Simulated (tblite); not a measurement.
## Run report: C₄H₉P₂Si, frequency calculation

The run: frequency calculation of C₄H₉P₂Si, multiplicity 2, SMILES C#CCC[Si](P)P. Method and program: GFN2-xTB harmonic vibrations, gas phase (tblite 0.8.0).

It belongs to a series of runs on one base structure; here: H removed from Si.

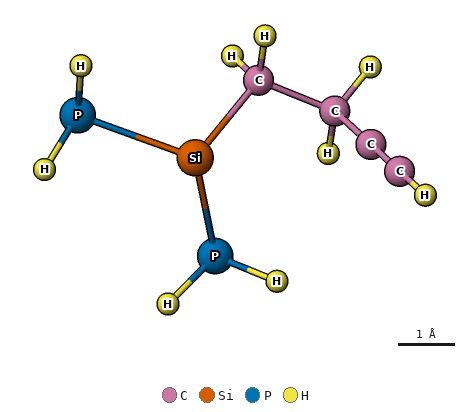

The structure as given in the input (ball-and-stick view, seen at a tilt).

Key numbers:

- outcome: converged
- total energy: −538.6461 eV
- zero-point energy: 68.5340 kcal/mol
- hardware: 1 CPU thread, shared host
- wall time: 0.58 s
- peak memory: 0.18 GiB

Input file:
```
{"job": {"kind": "ir", "xc": "GFN2-xTB", "basis": "xTB"}, "charge": 0, "multiplicity": 2}
C      2.331622    -0.762819     1.747056
C      1.958207    -0.701087     0.611482
C      1.492790    -0.592816    -0.754097
C      0.591584     0.627953    -0.932168
Si    -0.944791     0.524672     0.232165
P     -2.500387     1.873995    -0.721513
P     -1.628986    -1.633296     0.092894
H      2.666959    -0.831513     2.738431
H      0.932469    -1.501131    -1.007826
H      2.358871    -0.532963    -1.421157
H      0.248833     0.678290    -1.968577
H      1.162882     1.536627    -0.736114
H     -3.356660     1.868960     0.365177
H     -1.892059     3.047778    -0.316152
H     -2.671129    -1.499668     0.995209
H     -0.757805    -2.094038     1.063780
```

The first line tells a small driver script what to run in tblite; the rest is the geometry in Å.

Run as:
```bash
OMP_NUM_THREADS=1 python <driver script> task.json out
```

Log:
```
mode    cm-1     km/mol
  1      30.0      0.41
  2      58.5      1.06
  3      87.8      0.20
  4      93.7      8.21
  5     108.8      2.68
  6     133.4      3.52
  7     162.4      6.11
  8     185.1      2.62
  9     248.7      2.40
 10     309.9      0.56
 11     394.5      8.51
 12     464.1      4.88
 13     498.5     51.12
 14     631.2     41.93
 15     642.8     10.34
 16     645.6     27.03
 17     654.7     24.50
 18     664.0      1.21
 19     680.8      8.44
 20     701.7     29.95
 21     748.7     27.10
 22     923.5     14.27
 23     935.3      2.00
 24    1075.4      5.01
 25    1109.2      1.14
 26    1137.9     21.73
 27    1142.5     12.06
 28    1152.7      2.53
 29    1254.2      1.82
 30    1311.5      1.55
 31    1446.9      3.66
 32    1454.8      3.81
 33    2291.7      7.32
 34    2299.4     17.02
 35    2302.2    112.40
 36    2381.7     92.60
 37    2389.9    159.40
 38    2909.5     42.48
 39    2940.9     30.96
 40    2954.3     24.56
 41    2983.3     19.08
 42    3398.5      4.38
```

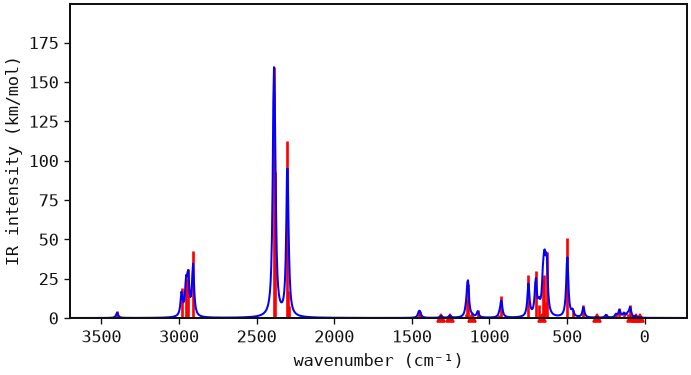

Harmonic infrared spectrum, unscaled: sticks (degenerate modes added up, dark ones marked on the axis) with a Lorentzian envelope of 16 cm⁻¹ full width, scaled to the tallest stick. 42 modes from 30 to 3398 cm⁻¹, none imaginary. The strongest line is at 2390 cm⁻¹ (159 km/mol).
